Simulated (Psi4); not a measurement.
**AlGeH4F (SMILES [F][AlH][GeH3]), step by step**

We compute a structure relaxation (singlet AlGeH4F, PBE0/def2-TZVPD), then the energy (doublet AlGeH4F+, UPBE0/def2-TZVPD), then a structure relaxation (doublet AlGeH4F+, UPBE0/def2-TZVPD), then the energy (doublet AlGeH4F−, UPBE0/def2-TZVPD), then a structure relaxation (doublet AlGeH4F−, UPBE0/def2-TZVPD) of AlFGeH4. 

Program for the calculation: Psi4 1.11.

## Step 1: The structure to begin with

AlGeH4F: 7 atoms, total charge 0, spin state singlet. SMILES: `[F][AlH][GeH3]`. The coordinates come from a PBE0-D4/def2-TZVP relaxation. The run starts from this shape.

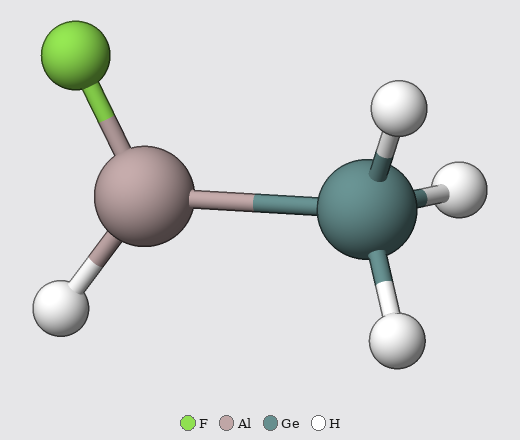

The structure, seen from a chosen angle (fluorine green, aluminium light grey, germanium teal, hydrogen white).

## Step 2: A geometry optimisation at PBE0/def2-TZVPD (density fitting) (run 1)

The input, alfgeh4.inp:

```
memory 1600 MB

molecule molecule1 {
  0 1
  F
  Al 1 1.652212
  Ge 2 2.468885 1 116.85036
  H 2 1.580947 1 116.226 3 -179.25344
  H 3 1.541508 2 110.53685 4 86.93689
  H 3 1.537995 5 107.31521 2 -123.0911
  H 3 1.540377 6 107.89493 5 114.69531
  symmetry c1
}

set basis def2-TZVPD

optimize('pbe0')
print_variables()
```

Launch:

```console
psi4 -n 1 alfgeh4.inp alfgeh4.out
```

alfgeh4.out:

```text
[...]
  Running in c1 symmetry.
[...]
  Nuclear repulsion =  223.950273482845319
[...]
  Multiplicity = 1
[...]
  Nalpha       = 29
  Nbeta        = 29
[...]
    Number of basis functions: 173
[...]
   @DF-RKS iter   1: -2419.40764297929627   -1.75753e+00   1.88054e-02 DIIS/ADIIS
[...]
   @DF-RKS iter   7: -2421.32242557066729   -5.00222e-12   5.31214e-09 DIIS
[...]
  @DF-RKS Final Energy: -2421.32242557066729
   => Energetics <=
    Nuclear Repulsion Energy =            223.8108544672599578
    One-Electron Energy =               -3821.0225170910371162
    Two-Electron Energy =                1258.3618719420344405
    DFT Exchange-Correlation Energy =     -82.4726348889246736
    Empirical Dispersion Energy =           0.0000000000000000
    VV10 Nonlocal Energy =                  0.0000000000000000
    Total Energy =                      -2421.3224255706677468
[...]
  -Total Gradient:
     Atom            X                  Y                   Z
    ------   -----------------  -----------------  -----------------
       1        0.000144154811    -0.000043493322     0.000271440285
       2       -0.000456705041     0.000056915342    -0.000167855272
       3        0.000166129958     0.000038882993    -0.000013139443
       4        0.000161626080     0.000006432009     0.000072363686
       5       -0.000016230115     0.000029891050    -0.000013819351
       6       -0.000001082557    -0.000018863548     0.000002808437
       7        0.000006913740    -0.000046608056     0.000037898090
[...]
```

The script printed:

```text
Optimizer: Optimization complete!
```

It took 38 s on 1 thread of Intel Xeon Platinum 8259CL at 2.50GHz (Skylake/Cascade Lake), shared host; peak memory 1.1 GiB.

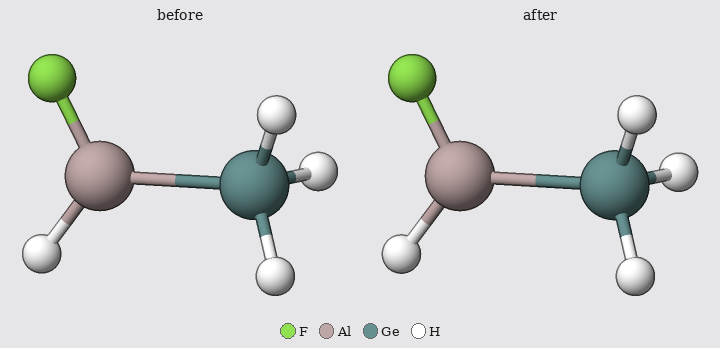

Before and after, at one scale.

After the run. Bond lengths: F1–Al2 1.653 Å, Al2–Ge3 2.471 Å, Al2–H4 1.581 Å, Ge3–H5 1.542 Å, Ge3–H6 1.538 Å, Ge3–H7 1.541 Å. Angles: F1–Al2–Ge3 116.9°, F1–Al2–H4 116.2°, Ge3–Al2–H4 126.9°, Al2–Ge3–H5 110.5°, Al2–Ge3–H6 112.6°, Al2–Ge3–H7 111.5°, H5–Ge3–H6 107.3°, H5–Ge3–H7 106.7°, H6–Ge3–H7 107.9°.

## Step 3: The doublet cation: the energy at UPBE0/def2-TZVPD (density fitting) (run 2)

The input, alfgeh4.xyz:

```xyz
7
AlFGeH4
F     -2.004371    -1.488325     0.717327
Al    -0.492982    -1.327531     0.067045
Ge     0.429207     0.960624    -0.065667
H      0.208905    -2.663219    -0.405980
H      0.104205     1.596510    -1.432104
H     -0.140092     1.890692     1.019368
H      1.964081     0.960169     0.069320
```

The input, job.py:

```python
import psi4

psi4.set_memory(1600000000)
psi4.set_num_threads(1)
psi4.core.set_output_file('run.log', False)

with open('alfgeh4.xyz') as f:
    atoms = ''.join(f.readlines()[2:])
molecule = psi4.geometry('1 2\n' + atoms + 'symmetry c1')

psi4.set_options({
    'basis': 'def2-TZVPD',
    'reference': 'uks',
})

e = psi4.energy("pbe0", molecule=molecule)
print('E =', round(e, 9))
for k, v in sorted(psi4.core.scalar_variables().items()):
    print(f'{k:45s} {v:18.10f}')
```

Launch:

```console
python job.py
```

run.log:

```text
[...]
  Running in c1 symmetry.
[...]
  Nuclear repulsion =  223.810892025766918
[...]
  Multiplicity = 2
[...]
  Nalpha       = 29
  Nbeta        = 28
[...]
    Number of basis functions: 173
[...]
   @DF-UKS iter   1: -2419.07278627432015   -1.42455e+00   1.86058e-02 ADIIS/DIIS
[...]
   @DF-UKS iter  12: -2420.95663405681580   -6.77342e-08   4.13501e-07 DIIS
[...]
   @S^2 Observed:                7.593809874E-01
[...]
  @DF-UKS Final Energy: -2420.95663405681580
   => Energetics <=
    Nuclear Repulsion Energy =            223.8108920257669183
    One-Electron Energy =               -3807.2432202956269975
    Two-Electron Energy =                1244.7151920311121103
    DFT Exchange-Correlation Energy =     -82.2394978180679033
    Empirical Dispersion Energy =           0.0000000000000000
    VV10 Nonlocal Energy =                  0.0000000000000000
    Total Energy =                      -2420.9566340568158012
[...]
 Multipole Moments:
 ------------------------------------------------------------------------------------
     Multipole            Electronic (a.u.)      Nuclear  (a.u.)        Total (a.u.)
 ------------------------------------------------------------------------------------
 L = 1.  Multiply by 2.5417464519 to convert [e a0] to [Debye]
 Dipole X            :          1.6339763           -0.7302977            0.9036786
 Dipole Y            :          3.6606496           -4.1702614           -0.5096118
 Dipole Z            :         -0.2320563           -0.2314925           -0.4635489
 Magnitude           :                                                    1.1363172
[...]
```

On the terminal:

```text
E = -2420.956634057
CURRENT ENERGY                                  -2420.9566340568
CURRENT REFERENCE ENERGY                        -2420.9566340568
DD SOLVATION ENERGY                                 0.0000000000
DFT FUNCTIONAL TOTAL ENERGY                     -2420.9566340568
DFT TOTAL ENERGY                                -2420.9566340568
DFT VV10 ENERGY                                     0.0000000000
DFT XC ENERGY                                     -82.2394978181
GRID ELECTRONS ALPHA                               28.9999987552
GRID ELECTRONS BETA                                27.9999989277
GRID ELECTRONS TOTAL                               56.9999976829
NUCLEAR REPULSION ENERGY                          223.8108920258
ONE-ELECTRON ENERGY                             -3807.2432202956
PCM POLARIZATION ENERGY                             0.0000000000
PE ENERGY                                           0.0000000000
SCF ITERATION ENERGY                            -2420.9566340568
SCF ITERATIONS                                     12.0000000000
SCF TOTAL ENERGY                                -2420.9566340568
TWO-ELECTRON ENERGY                              1244.7151920311
XC GRID RADIAL POINTS                              75.0000000000
XC GRID SPHERICAL POINTS                          302.0000000000
XC GRID TOTAL POINTS                           153664.0000000000
```

Run time: 24 s. Hardware: 1 thread of Intel Xeon Platinum 8259CL at 2.50GHz (Skylake/Cascade Lake), shared host; peak memory 0.93 GiB.

## Step 4: The doublet cation: a structure relaxation at UPBE0/def2-TZVPD (density fitting) (run 3)

The input, alfgeh4.dat:

```
memory 1.6 GB

molecule {
  1 2
  F
  Al 1 R2
  Ge 2 R3 1 A3
  H 2 R4 1 A4 3 D4
  H 3 R5 2 A5 4 D5
  H 3 R6 5 A6 2 D6
  H 3 R7 6 A7 5 D7

  R2 = 1.653184
  R3 = 2.470566
  A3 = 116.90202
  R4 = 1.581284
  A4 = 116.18751
  D4 = -179.964
  R5 = 1.541794
  A5 = 110.54271
  D5 = 87.40363
  R6 = 1.53832
  A6 = 107.32242
  D6 = -123.1177
  R7 = 1.540798
  A7 = 107.88096
  D7 = 114.66708
  units angstrom
  symmetry c1
}

set {
  basis        def2-TZVPD
  reference    uks
  geom_maxiter 50
}

optimize("pbe0")
```

Launch:

```console
psi4 -n 1 alfgeh4.dat alfgeh4.out
```

alfgeh4.out:

```text
[...]
  Running in c1 symmetry.
[...]
  Nuclear repulsion =  223.810922888146337
[...]
  Multiplicity = 2
[...]
  Nalpha       = 29
  Nbeta        = 28
[...]
    Number of basis functions: 173
[...]
   @DF-UKS iter   1: -2419.07278655499840   -1.42455e+00   1.86058e-02 ADIIS/DIIS
[...]
   @DF-UKS iter   8: -2420.98505176145454   -2.09184e-11   7.16758e-09 DIIS
[...]
   @S^2 Observed:                7.542539428E-01
[...]
  @DF-UKS Final Energy: -2420.98505176145454
   => Energetics <=
    Nuclear Repulsion Energy =            213.9893205058578189
    One-Electron Energy =               -3788.0637447259168766
    Two-Electron Energy =                1235.3356783397453000
    DFT Exchange-Correlation Energy =     -82.2463058811406995
    Empirical Dispersion Energy =           0.0000000000000000
    VV10 Nonlocal Energy =                  0.0000000000000000
    Total Energy =                      -2420.9850517614545424
[...]
  -Total Gradient:
     Atom            X                  Y                   Z
    ------   -----------------  -----------------  -----------------
       1        0.000002854697     0.000003014857     0.000054089403
       2       -0.000005653376    -0.000035584838     0.000021647013
       3        0.000035227677     0.000121859784     0.000084875558
       4       -0.000004119293    -0.000070767376     0.000117782144
       5       -0.000013374389     0.000034296496     0.000005775592
       6       -0.000003400951     0.000009741180     0.000017558056
       7       -0.000004658601    -0.000074603498     0.000011235842
[...]
```

On the terminal:

```text
Optimizer: Optimization complete!
```

Run time: 7.6 min. Hardware: 1 thread of Intel Xeon Platinum 8259CL at 2.50GHz (Skylake/Cascade Lake), shared host; peak memory 1.1 GiB.

The path in brief:

```tsv
step	energy from the first frame kept (eV)	largest force (eV/Å)
0	0.0000	3.2362
1	-0.4507	1.9031
2	-0.7155	0.6958
3	-0.7454	0.4231
4	-0.7494	0.3460
5	-0.7682	0.0588
6	-0.7693	0.0427
7	-0.7697	0.0413
8	-0.7711	0.0192
9	-0.7714	0.0211
10	-0.7724	0.0430
11	-0.7727	0.0372
12	-0.7729	0.0168
13	-0.7730	0.0167
14	-0.7731	0.0109
15	-0.7732	0.0122
16	-0.7733	0.0079
17	-0.7733	0.0078
```

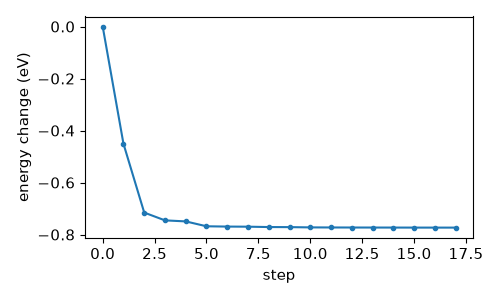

Energy along the run.

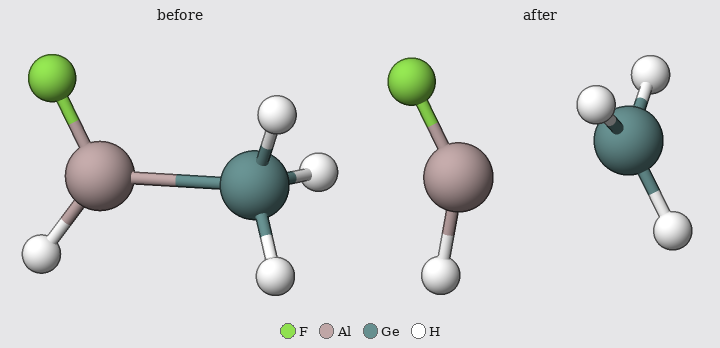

Before and after, at one scale.

After the run. Bond lengths: F1–Al2 1.617 Å, Al2–Ge3 2.822 Å, Al2–H4 1.566 Å, Ge3–H5 1.526 Å, Ge3–H6 1.526 Å, Ge3–H7 1.523 Å. Angles: F1–Al2–Ge3 102.0°, F1–Al2–H4 142.0°, Ge3–Al2–H4 116.0°, Al2–Ge3–H5 94.2°, Al2–Ge3–H6 95.0°, Al2–Ge3–H7 102.6°, H5–Ge3–H6 118.2°, H5–Ge3–H7 118.5°, H6–Ge3–H7 118.6°.

## Step 5: The doublet anion: a single-point energy at UPBE0/def2-TZVPD (density fitting) (run 4)

The input, input.dat:

```
memory 1.6 GB

molecule {
  -1 2
  F
  Al 1 1.653184
  Ge 2 2.470566 1 116.90202
  H 2 1.581284 1 116.18751 3 -179.964
  H 3 1.541794 2 110.54271 4 87.40363
  H 3 1.53832 5 107.32242 2 -123.1177
  H 3 1.540798 6 107.88096 5 114.66708
  symmetry c1
}

set globals {
  basis def2-TZVPD
  reference uks
}

energy_value = energy("pbe0")
```

Launch:

```console
psi4 -n 1 input.dat output.dat
```

output.dat:

```text
[...]
  Running in c1 symmetry.
[...]
  Nuclear repulsion =  223.810922888146337
[...]
  Multiplicity = 2
[...]
  Nalpha       = 30
  Nbeta        = 29
[...]
    Number of basis functions: 173
[...]
   @DF-UKS iter   1: -2419.28974187068980   -1.64151e+00   1.89951e-02 ADIIS/DIIS
[...]
   @DF-UKS iter  11: -2421.33141787598925   -4.50104e-08   2.87370e-07 DIIS
[...]
   @S^2 Observed:                7.569378902E-01
[...]
  @DF-UKS Final Energy: -2421.33141787598925
   => Energetics <=
    Nuclear Repulsion Energy =            223.8109228881463366
    One-Electron Energy =               -3832.0329189027656867
    Two-Electron Energy =                1269.5186822871319237
    DFT Exchange-Correlation Energy =     -82.6281041485018761
    Empirical Dispersion Energy =           0.0000000000000000
    VV10 Nonlocal Energy =                  0.0000000000000000
    Total Energy =                      -2421.3314178759892457
[...]
 Multipole Moments:
 ------------------------------------------------------------------------------------
     Multipole            Electronic (a.u.)      Nuclear  (a.u.)        Total (a.u.)
 ------------------------------------------------------------------------------------
 L = 1.  Multiply by 2.5417464519 to convert [e a0] to [Debye]
 Dipole X            :         -0.0527718           -0.0474803           -0.1002521
 Dipole Y            :         -5.7146245            4.1244388           -1.5901856
 Dipole Z            :          1.4359887           -0.9822146            0.4537741
 Magnitude           :                                                    1.6566991
[...]
```

Wall time 22 s (1 thread of Intel Xeon Platinum 8259CL at 2.50GHz (Skylake/Cascade Lake), shared host); peak memory 0.93 GiB.

## Step 6: The doublet anion: a geometry optimisation at UPBE0/def2-TZVPD (density fitting) (run 5)

The input, calc.inp:

```
memory 1600 MB

molecule system {
  -1 2
  F
  Al 1 1.653184
  Ge 2 2.470566 1 116.90202
  H 2 1.581284 1 116.18751 3 -179.964
  H 3 1.541794 2 110.54271 4 87.40363
  H 3 1.53832 5 107.32242 2 -123.1177
  H 3 1.540798 6 107.88096 5 114.66708
  symmetry c1
}

set {
  basis def2-TZVPD
  reference uks
  geom_maxiter 50
}

e_tot, wfn = optimize('pbe0', return_wfn=True)
```

Launch:

```console
psi4 calc.inp calc.out -n 1
```

calc.out:

```text
[...]
  Running in c1 symmetry.
[...]
  Nuclear repulsion =  223.810922888146337
[...]
  Multiplicity = 2
[...]
  Nalpha       = 30
  Nbeta        = 29
[...]
    Number of basis functions: 173
[...]
   @DF-UKS iter   1: -2419.28974187068980   -1.64151e+00   1.89951e-02 DIIS/ADIIS
[...]
   @DF-UKS iter   6: -2421.35348400109933   -1.13687e-11   8.25758e-09 DIIS
[...]
   @S^2 Observed:                7.523147532E-01
[...]
  @DF-UKS Final Energy: -2421.35348400109933
   => Energetics <=
    Nuclear Repulsion Energy =            219.8922039364415753
    One-Electron Energy =               -3824.2924890041695107
    Two-Electron Energy =                1265.6494053253977654
    DFT Exchange-Correlation Energy =     -82.6026042587686931
    Empirical Dispersion Energy =           0.0000000000000000
    VV10 Nonlocal Energy =                  0.0000000000000000
    Total Energy =                      -2421.3534840010988773
[...]
  -Total Gradient:
     Atom            X                  Y                   Z
    ------   -----------------  -----------------  -----------------
       1       -0.000007058044     0.000044186670     0.000109801489
       2        0.000043951799    -0.000038894574    -0.000020369504
       3        0.000020306528     0.000008911870     0.000020865661
       4       -0.000038496168     0.000032006444     0.000019130499
       5       -0.000027807922    -0.000007231060     0.000004473405
       6        0.000000677450     0.000011371076     0.000012081890
       7       -0.000009944604    -0.000037258222     0.000006617598
[...]
```

Standard output:

```text
Optimizer: Optimization complete!
```

Run time: 4.8 min. Hardware: 1 thread of Intel Xeon Platinum 8259CL at 2.50GHz (Skylake/Cascade Lake), shared host; peak memory 1.1 GiB.

The path in brief:

```tsv
step	energy from the first frame kept (eV)	largest force (eV/Å)
0	0.0000	1.3556
1	-0.1518	0.9335
2	-0.4213	1.5440
3	-0.5167	1.2116
4	-0.5694	0.7811
5	-0.5973	0.1034
6	-0.5990	0.0477
7	-0.6001	0.0282
8	-0.6003	0.0230
9	-0.6004	0.0090
10	-0.6004	0.0061
```

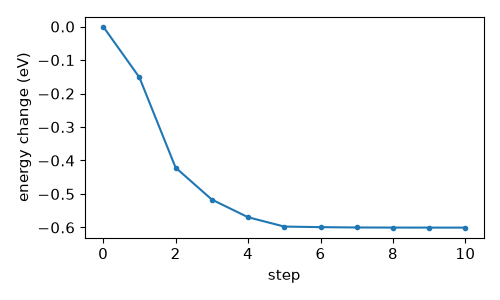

Energy along the run.

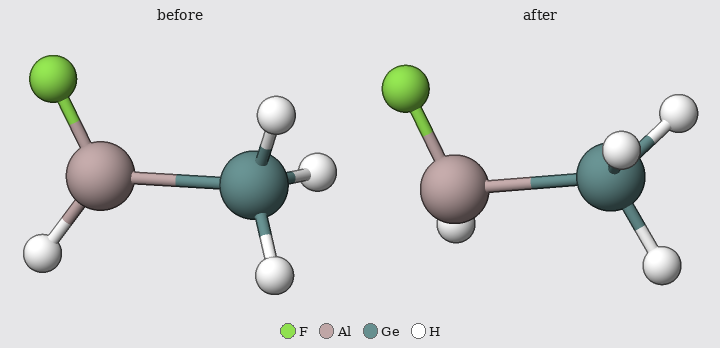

Before and after, at one scale.

After the run. Bond lengths: F1–Al2 1.710 Å, Al2–Ge3 2.539 Å, Al2–H4 1.631 Å, Ge3–H5 1.575 Å, Ge3–H6 1.565 Å, Ge3–H7 1.567 Å. Angles: F1–Al2–Ge3 109.2°, F1–Al2–H4 109.8°, Ge3–Al2–H4 109.4°, Al2–Ge3–H5 121.3°, Al2–Ge3–H6 116.1°, Al2–Ge3–H7 113.4°, H5–Ge3–H6 100.8°, H5–Ge3–H7 101.2°, H6–Ge3–H7 101.2°.

## Step 7: Results

```
                                                               quantity           value
                        run 1, PBE0/def2-TZVPD: total energy at the end  -2421.32243 Eh
                                  run 1, PBE0/def2-TZVPD: dipole moment          1.31 D
                                    run 1, PBE0/def2-TZVPD: HOMO energy        -7.87 eV
                                    run 1, PBE0/def2-TZVPD: LUMO energy        -1.76 eV
                                  run 1, PBE0/def2-TZVPD: HOMO–LUMO gap         6.11 eV
                                    doublet cation, run 2: total energy  -2420.95663 Eh
              doublet cation, run 2: HOMO energy (highest over α and β)       -15.03 eV
               doublet cation, run 2: LUMO energy (lowest over α and β)       -12.01 eV
                                            doublet cation, run 2: ⟨S²⟩           0.759
                         doublet cation, run 3: total energy at the end  -2420.98505 Eh
              doublet cation, run 3: HOMO energy (highest over α and β)       -13.33 eV
               doublet cation, run 3: LUMO energy (lowest over α and β)       -10.12 eV
                                            doublet cation, run 3: ⟨S²⟩           0.754
                                     doublet anion, run 4: total energy  -2421.33142 Eh
               doublet anion, run 4: HOMO energy (highest over α and β)         1.40 eV
                doublet anion, run 4: LUMO energy (lowest over α and β)         3.31 eV
                                             doublet anion, run 4: ⟨S²⟩           0.757
                          doublet anion, run 5: total energy at the end  -2421.35348 Eh
               doublet anion, run 5: HOMO energy (highest over α and β)         0.09 eV
                doublet anion, run 5: LUMO energy (lowest over α and β)         2.95 eV
                                             doublet anion, run 5: ⟨S²⟩           0.752
 adiabatic electron affinity (to the doublet anion, no zero-point term)        0.845 eV
adiabatic ionisation energy (to the doublet cation, no zero-point term)        9.180 eV
```

The adiabatic electron affinity (to the doublet anion, no zero-point term) is 0.85 eV (81.5 kJ/mol). The adiabatic ionisation energy (to the doublet cation, no zero-point term) is 9.18 eV (212 kcal/mol). The optimisation (run 1, PBE0/def2-TZVPD) took 2 steps and changed the energy by +0.000 eV. The optimisation (doublet cation, run 3) took 18 steps and changed the energy by -0.773 eV. The HOMO (doublet anion, run 4) lies at positive energy, 1.40 eV; only total energies tell whether the electron is bound. The optimisation (doublet anion, run 5) took 11 steps and changed the energy by -0.600 eV.
